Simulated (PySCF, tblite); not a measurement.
# C4H10NPSi2: geometry, infrared bands and NMR shifts

Wanted: the infrared bands and NMR shifts of C4H10NPSi2 (`Cn1cpc([SiH3])c1[SiH3]`), by calculation.

Programs: tblite 0.8.0 and PySCF 2.14.0, with density-fitted response routines of our own. Each step states its level of theory. These are calculated values for one molecule in the gas phase, unless marked as measured. Atoms are numbered from 0 throughout.

**1. The starting structure**

18 atoms, charge 0, multiplicity 1; geometry from: force field or distance geometry start.

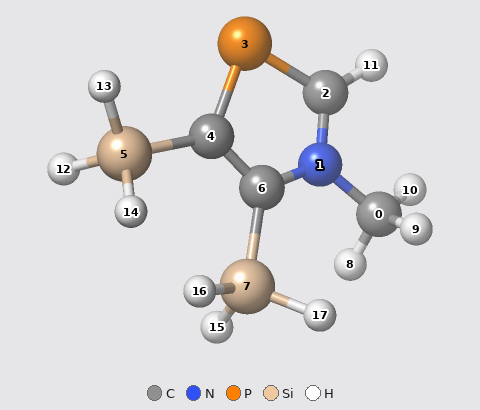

The starting geometry (carbon grey, nitrogen blue, phosphorus orange, silicon light orange, hydrogen white), atoms numbered.

**2. Relaxing the molecule with GFN2-xTB**

The job: settings as JSON, then the geometry in Å.

```
{"job": {"kind": "relax", "xc": "GFN2-xTB", "basis": "xTB"}, "charge": 0, "multiplicity": 1}
C     -2.261500     0.516100     0.828800
N     -1.241500    -0.433500     0.351300
C     -1.506000    -1.743700     0.306500
P     -0.061500    -2.696500    -0.323600
C      0.830300    -1.023300    -0.417100
Si     2.565500    -0.762000    -0.999000
C     -0.040300    -0.051300    -0.011300
Si     0.498200     1.746800     0.028300
H     -2.107800     1.412600     0.210800
H     -2.101500     0.812200     1.888900
H     -3.271700     0.085800     0.693600
H     -2.476800    -2.212400     0.581100
H      2.690000    -0.526100    -2.408400
H      3.341100    -2.010300    -0.722700
H      3.258300     0.296800    -0.252900
H      0.081000     2.470100    -1.149600
H      1.965500     1.801900     0.192200
H     -0.170100     2.323100     1.191700
```

Launch:

```console
$ OMP_NUM_THREADS=1 python probes_run.py task.json out
```

One launch serves the whole session: the jobs run in the order shown.

**Question.** This job is followed by: GFN2-xTB harmonic vibrations, gas phase; GIAO PBE0/pcSseg-1 NMR shielding, non-relativistic, gas phase. Predict these results of the whole session: strongest single infrared mode (GFN2-xTB); zero-point energy (GFN2-xTB); 13C shifts against TMS (PBE0/pcSseg-1); 1H shifts against TMS (PBE0/pcSseg-1, means over atoms taken as alike); 15N shifts against NH3 (PBE0/pcSseg-1); 31P shifts against H3PO4 (PBE0/pcSseg-1); 29Si shifts against TMS (PBE0/pcSseg-1).

As calculated:

| quantity | value |
| --- | --- |
| strongest single infrared mode (GFN2-xTB) | 809 cm⁻¹, 645 km/mol |
| zero-point energy (GFN2-xTB) | 75.5 kcal/mol |
| 13C shifts against TMS (PBE0/pcSseg-1) | 167.2, 150.6, 140.6, 40.6 ppm |
| 1H shifts against TMS (PBE0/pcSseg-1, means over atoms taken as alike) | 8.28, 4.69, 4.63, 4.08 ppm |
| 15N shifts against NH3 (PBE0/pcSseg-1) | 215.8 ppm |
| 31P shifts against H3PO4 (PBE0/pcSseg-1) | 156.6 ppm |
| 29Si shifts against TMS (PBE0/pcSseg-1) | -78.4, -90.3 ppm |

**Reading.** Relaxing lowered the energy by 0.780 eV in 82 steps; the close pair that moved most is P3–C4, from 1.898 to 1.771 Å. No mode is imaginary among the 48: a minimum at this level. The strongest single mode, at 809 cm⁻¹, has its largest shares on H17, H12, H16 and H14 (the list is cut at 4 atoms). GFN2-xTB is a fitted tight-binding method: band positions and strengths are rough. Its intensities can rank the bands wrongly. At PBE0/pcSseg-1: The widest tensor belongs to P3: span 406 ppm, with a paramagnetic part of -807 ppm. NICS(1)zz of -29 ppm above the planar ring from N1 marks a diatropic (aromatic) ring current.
